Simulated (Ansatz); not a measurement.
# GeHCl3 (SMILES [Cl][GeH]([Cl])[Cl]) at HF/3-21G

What is the energy change on altering one bond length of GeHCl3 at HF/3-21G? 

The results are computed with Ansatz 0.2.0.

61 further runs of the same task are left out: 12 that didn't finish, 49 set aside as unsound or not needed. Runs told in other sessions of the task aren't counted.

## (1) The molecule

GeHCl3: 5 atoms, total charge 0, spin state singlet. As SMILES, `[Cl][GeH]([Cl])[Cl]`. The coordinates come from a PBE0-D4/def2-TZVP relaxation.

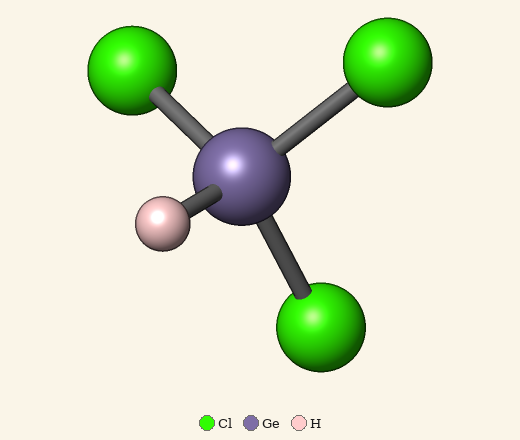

The structure, seen from a chosen angle (chlorine green, germanium purple, hydrogen pink).

## (2) The energy at HF/3-21G

run.yaml reads:

```yaml
crystal:
  periodic: [false, false, false]
  atoms:
    - {symbol: Cl, position_ang: [-1.177700, -0.012800, 1.700700]}
    - {symbol: Ge, position_ang: [0.102400, 0.090600, 0.006200]}
    - {symbol: Cl, position_ang: [1.117900, -1.767600, -0.185300]}
    - {symbol: Cl, position_ang: [-1.095100, 0.385600, -1.725800]}
    - {symbol: H, position_ang: [1.102600, 1.230700, 0.163000]}
basis:
  gaussian:
    orbitals: 3-21G-spherical.json
hamiltonian:
  xc: hf
accuracy: high
output: {orbitals: {seedname: orbitals}}
```

The basis set 3-21G is read from a file made from the Basis Set Exchange's data (not shown).

Command:

```sh
$ ansatz run run.yaml --threads 1 --pin off --max-ram 3480MiB --events-out events.jsonl --progress --plain --runs-dir runs
```

The log of the run:

```text
Warning: RAYON_NUM_THREADS=1 ignored (pool sized by the plan → 1); use --threads N
Functional definition: HF
  name "HF"
  exchange = exact_x
  correlation = 0
1261 factors; integrals over basis functions are off by at most 4.0e-9 eV
mean field evaluation 1: about -93549.2264 eV, gradient 2.0e1 eV
mean field evaluation 2: about -93549.2415 eV, gradient 2.0e1 eV
mean field evaluation 4: about -93550.9238 eV, gradient 1.1e0 eV
mean field evaluation 8: about -93550.9322 eV, gradient 3.0e-5 eV
mean field -93550.93215304 eV, -3437.9333455247 hartree, gradient 2.3e-8 eV, S^2 0.000000; 0 other end points of the search recorded, 0 dependent functions left out
reference -93550.93215304 eV, -3437.9333455247 hartree; 42, 42 occupied and 21, 21 virtual orbitals, 1261 factors
Total energy: -93550.93215304 eV, -3437.9333455247 hartree
```

It took 2.3 s on 1 thread of Arm Neoverse N1, shared host; peak memory 0.17 GiB.

## (3) The distorted shape, same level

in.yaml reads:

```yaml
crystal:
  periodic: [false, false, false]
  atoms:
    - symbol: Cl
      position_ang: [-2.396306, 2.217050, 1.930501]
    - symbol: Ge
      position_ang: [-1.116206, 2.320450, 0.236001]
    - symbol: Cl
      position_ang: [1.117900, -1.767600, -0.185300]
    - symbol: Cl
      position_ang: [-2.313706, 2.615450, -1.495999]
    - symbol: H
      position_ang: [-0.116006, 3.460550, 0.392801]
basis:
  gaussian: {orbitals: 3-21G-spherical.json}
hamiltonian: {xc: hf}
accuracy: high
output: {orbitals: {seedname: orbitals}}
```

The basis set 3-21G is read from a file made from the Basis Set Exchange's data (not shown).

Command:

```sh
$ ansatz run in.yaml --threads 1 --pin off --max-ram 3480MiB --events-out events.jsonl --progress --plain --runs-dir runs
```

The log of the run:

```text
Warning: RAYON_NUM_THREADS=1 ignored (pool sized by the plan → 1); use --threads N
[... 4 set-up lines as earlier in the session ...]
1172 factors; integrals over basis functions are off by at most 9.2e-9 eV
mean field evaluation 1: about -93541.5129 eV, gradient 2.8e1 eV
mean field evaluation 2: about -93541.5246 eV, gradient 2.8e1 eV
mean field evaluation 4: about -93543.8889 eV, gradient 1.5e1 eV
mean field evaluation 8: about -93545.3993 eV, gradient 1.5e0 eV
mean field evaluation 16: about -93545.4349 eV, gradient 8.5e-9 eV
mean field evaluation 32: about -93534.6942 eV, gradient 3.1e1 eV
mean field evaluation 64: about -93545.2729 eV, gradient 7.9e-1 eV
mean field -93545.43489348 eV, -3437.7313249624 hartree, gradient 4.5e-8 eV, S^2 0.000000; 0 other end points of the search recorded, 0 dependent functions left out
reference -93545.43489348 eV, -3437.7313249624 hartree; 42, 42 occupied and 21, 21 virtual orbitals, 1172 factors
Total energy: -93545.43489348 eV, -3437.7313249624 hartree
```

Wall time 4.2 s (1 thread of Arm Neoverse N1, shared host); peak memory 0.16 GiB.

## (4) Results

Level: HF/3-21G.

| quantity | value |
| --- | --- |
| first shape: total energy | -3437.93335 Eh |
| first shape: HOMO energy | -13.23 eV |
| first shape: LUMO energy | 1.91 eV |
| first shape: HOMO–LUMO gap | 15.14 eV |
| distorted shape: total energy | -3437.73132 Eh |
| distorted shape: HOMO energy | -8.47 eV |
| distorted shape: LUMO energy | -4.40 eV |
| distorted shape: HOMO–LUMO gap | 4.07 eV |
| energy change with the Ge2–Cl3 bond stretched from 2.126 to 4.678 Å | 5.497 eV |

One bond (distorted shape) is far stretched, which a spin-restricted single reference describes badly; a broken-symmetry solution may lie lower. With the Ge2–Cl3 bond stretched from 2.126 to 4.678 Å the energy rises by 5.50 eV (127 kcal/mol). The first shape isn't relaxed at this level, so the change isn't measured from a minimum. A restricted reference can't describe the breaking bond well at this length.
